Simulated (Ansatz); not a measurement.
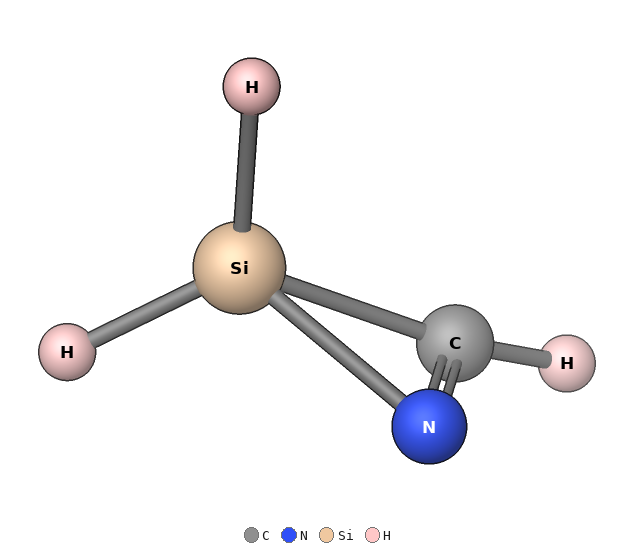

Source: calculation with Ansatz.

Orthographic view. Distant atoms are faded towards the background colour. Geometry: atoms displaced at random (about 0.05 Å) from a stationary point of GFN2-xTB.

Q: Write the InChI string.

A: InChI=1S/CH3NSi/c1-2-3-1/h1H,3H2
